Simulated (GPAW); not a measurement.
# A GW chain in GPAW: LiF (Griceite), part 2 of 2

Aim: the G0W0 gap of LiF (Griceite) on PBE, step by step.

GPAW 26.7.0; PBE and many-body steps on it, plane waves. Known limits of the many-body steps: not at the basis limit.

So far. Step 3 (Bands along the symmetry lines): The gap is 9.068 eV, −0.002 eV from the run before at this level. Step 4 (Empty states on the mesh, 8×8×8 mesh, 252 bands): On this mesh the gap is 9.070 eV.

**5. Screening and self-energy, 8×8×8 mesh, 112 bands, screening to 210 eV**

Now the one-shot GW correction: screening in the RPA, then the self-energy of the levels asked for.

This step: G0W0 on PBE, plane waves, PAW.

run.py

```python
import json
import numpy as np
from gpaw.mpi import world
from gpaw.response.g0w0 import G0W0

gw = G0W0('full.gpw',
    filename='gw',
    kpts=[0],
    bands=(2, 6),
    ecut=210,
    nbands=112,
    integrate_gamma='WS',
    ppa=True)
gw.calculate()
res = {mode: {k: v for k, v in r.items() if k != 'sigma_eskwn'}
       for mode, r in gw.all_results.items()}

if world.rank == 0:
    with open('result.json', 'w') as f:
        json.dump(res, f, default=lambda x: x.tolist())
```

Command:

```
mpirun -n 4 gpaw python run.py
```

Numbers of over 12 decimals in the logs are rounded to 6 here.

What it wrote:

```text
Using integrator: PointIntegrator
FrequencyGridDescriptor(from 0.000+0.000j to 0.000+27.211j eV, 2 points)
Nonperiodic BCs:  [False False False]
Using integrator: PointIntegrator
FrequencyGridDescriptor(from 0.000+0.000j to 0.000+27.211j eV, 2 points)
Nonperiodic BCs:  [False False False]
  ___  _ _ _
 |   || | | |
 | | || | | |
 |__ ||_____|
 |___|

BZ k-points: Symmetries present (total): 48

  [... matrices ...]
512 k-points: 8 x 8 x 8 Monkhorst-Pack grid + [1/16,1/16,1/16]
29 k-points in the irreducible part of the Brillouin zone
       k-points in crystal coordinates                weights
   0:     0.00000000    0.00000000    0.00000000          1/512
   1:     0.12500000    0.12500000    0.00000000          6/512
   2:     0.12500000    0.12500000    0.12500000          8/512
   3:     0.25000000    0.12500000    0.12500000         12/512
   4:     0.25000000    0.25000000    0.00000000          6/512
   5:     0.25000000    0.25000000    0.12500000         24/512
   6:     0.25000000    0.25000000    0.25000000          8/512
   7:     0.37500000    0.25000000   -0.37500000         24/512
   8:     0.37500000    0.25000000    0.12500000         24/512
   9:     0.37500000    0.25000000    0.25000000         24/512
          ...
  28:     0.50000000    0.50000000    0.50000000          4/512

Distributing spins, k-points and bands (1 x 1 x 4) over 4 processes
Number of blocks: 1

Quasi particle states:
k-points (IBZ indices): [0]
Band range: (2, 6)
  [... matrices ...]
Computational parameters:
Plane wave cut-off: 210 eV
Number of bands: 112
Coulomb cutoff: None
Broadening: 0.1 eV

fxc modes: GW
Kernel: RPA
Using Godby-Needs plasmon-pole approximation:
  Fitting energy: i*E0, E0 = 1.000 Hartree
Summing all q:

Calculating screened Coulomb potential
No Coulomb truncation
FrequencyGridDescriptor(from 0.000+0.000j to 0.000+27.211j eV, 2 points)
Removing empty qpoint cache files...

Calculating chi0 body with:
    Ground state adapter containing:
    Number of spins: 1
    Number of kpoints: 512
    Number of irreducible kpoints: 29
    Number of completely occupied states: 4
    Number of partially occupied states: 4
    Occupied states memory: 0.35595703125 M / cpu

    Linear response parametrization:
    q_c: [0.0, 0.0, 0.0]
    Number of frequency points: 2
    Planewave cutoff: 210.0
    Number of bands: 112
    Number of planewaves: 113
    Broadening (eta): 1e-06
    comm.size: 4
    kncomm.size: 4
    blockcomm.size: 1

    Memory estimate of potentially large arrays:
        chi0_wGG: 0.389679 M / cpu
Integrating chi0 body.

Symmetries of q_c:
    Direct symmetries (Uq -> q): 48
    Indirect symmetries (TUq -> q): 0
In total 48 allowed symmetries.

  [... matrices ...]
29 groups of equivalent kpoints. 94.3359375% reduction.

Integral kind: response function
Integrating chi0 head and wings.

Symmetries of q_c:
    Direct symmetries (Uq -> q): 48
    Indirect symmetries (TUq -> q): 0
In total 48 allowed symmetries.

  [... matrices ...]
29 groups of equivalent kpoints. 94.3359375% reduction.

Integral kind: response function wings

Calculating chi0 body with:
    Ground state adapter containing:
    Number of spins: 1
    Number of kpoints: 512
    Number of irreducible kpoints: 29
    Number of completely occupied states: 4
    Number of partially occupied states: 4
    Occupied states memory: 0.35595703125 M / cpu

[... the further q-points ...]

Results:
f:      Occupation numbers
eps:     KS-eigenvalues [eV]
vxc:     KS vxc [eV]
exx:     Exact exchange [eV]
sigma:   Self-energies [eV]
dsigma:  Self-energy derivatives
Z:       Renormalization factors
qp:      QP-energies [eV]

k-point 0 (0): (0.000, 0.000, 0.000)                GW
band       f     eps     vxc     exx   sigma  dsigma       Z      qp
                                                                   GW
   2   1.000  -0.676 -24.228 -31.855   4.445  -0.223   0.818  -3.277
   3   1.000  -0.676 -24.228 -31.855   4.445  -0.223   0.818  -3.277
   4   0.000   8.393 -12.400  -7.510  -3.000  -0.123   0.891  10.077
   5   0.000  23.528  -9.361  -2.968  -3.846  -0.137   0.880  25.768
```

The job ended after 1.9 min (4 MPI ranks of AMD EPYC 9R14 (Zen 4), shared host; peak memory 0.86 GiB).

Numbers from this step:

| Property | Result |
| --- | --- |
| G0W0 gap on the points computed | 13.35 eV |
| least direct G0W0 gap on the computed points | 13.35 eV |
| Z at the valence top | 0.8175 |
| Z at the conduction bottom | 0.8908 |
| starting gap on the mesh | 9.070 eV |
| k of the valence top | 0, 0, 0 |
| k of the conduction bottom | 0, 0, 0 |

The gap on the mesh goes from 9.07 eV to 13.35 eV, a correction of +4.29 eV.

Limits: finite bands, cutoff and mesh. v1 is the top filled band, c1 the lowest empty one. Levels before and after the correction, in eV, zero at the valence-band top of each column:

```
           conduction bottom  valence top
Kohn-Sham               9.07         0.00
     G0W0              13.35         0.00
```

```
             level  energy (eV)
Kohn-Sham  Γ v2-v1        0.000
Kohn-Sham     Γ c1        9.070
Kohn-Sham     Γ c2       24.204
     G0W0  Γ v2-v1        0.000
     G0W0     Γ c1       13.355
     G0W0     Γ c2       29.045
```

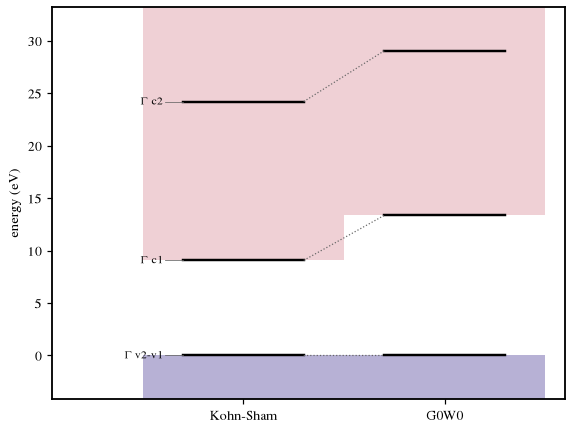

Levels before and after the correction. Shaded: valence and conduction bands.

**6. Where the time went**

Times are wall times on 4 MPI ranks of AMD EPYC 9R14 (Zen 4), shared host, good to a factor of about two.

```
                          step     time  share  memory (GiB)
                  ground state    4.4 s    4 %          0.61
bands along the symmetry lines      4 s    3 %          0.52
      empty states on the mesh    5.3 s    4 %          0.73
     screening and self-energy  1.9 min   89 %          0.86
```

**7. Summary of results**

- PBE gap: 9.07 eV, indirect (only 2 meV under the direct gap)
- G0W0 gap on the mesh: 13.35 eV
- GW settings: 8×8×8 mesh, 112 bands, screening to 210 eV, Godby-Needs plasmon pole
- known limits: not at the basis limit

**Reading.** G0W0 moves the gap on the mesh from 9.07 eV to 13.35 eV (+4.29 eV), with Z of 0.82 and 0.89 at the edges. Only 1 of the mesh's irreducible points was corrected, so a valley elsewhere could overtake. The dearest step here is «screening and self-energy». Bands and cutoff are finite, so the gap is not at the basis limit. The miss can reach some tenths of an eV and take either sign; the mesh is an error of its own. These stock PAW sets were not made for GW. In the G0W0 run levels were corrected at 1 k point alone, so a gap called «on the mesh» is the least over those, and an edge elsewhere would be missed.

[Paths, hosts, dates, memory and timing lines, banners, echoed tables and standing remarks are left out of the program output.]

[Logs are printed without paths, hosts, clocks, repeated set-up lines and the standing remarks that a program may print on its own settings, such as how far it seeks lower states.]

[Runs of the session that timed out or met a known fault of the program may be left out.]

[Hosts, paths, dates, database ids (printed as entryN), source tags and the programs' standing remarks are cut or masked in the printed files.]
